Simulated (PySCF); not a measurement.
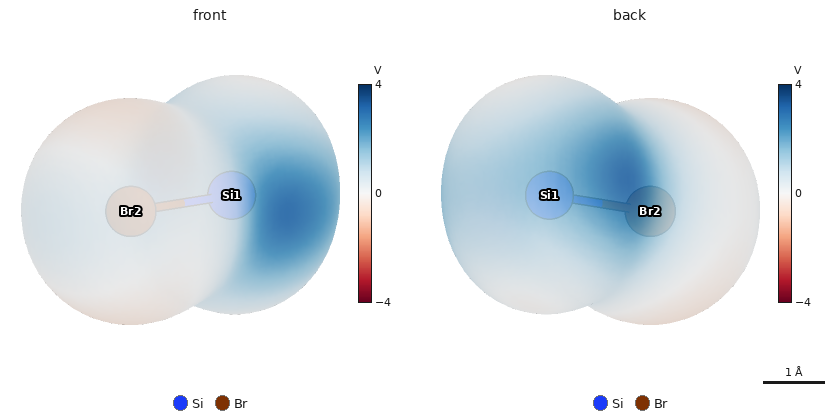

The picture shows: SiBr (doublet). The molecular electrostatic potential painted on the density surface at 0.004 e/bohr³, seen from the front and from behind; the colour scale runs from red (negative) to blue (positive).

Computed with PySCF 2.14.0, PBE0/6-31G(d,p), non-relativistic, at a bond length of 2.249 Å.

Where is the surface potential most negative and most positive?

Answer. The most negative region (about −0.4 V) lies over Br2, the most positive (about +3.1 V) over Si1. Br2 shows a σ-hole: about +0.5 V at the tip opposite its bond, against about −0.2 V on its flanks.
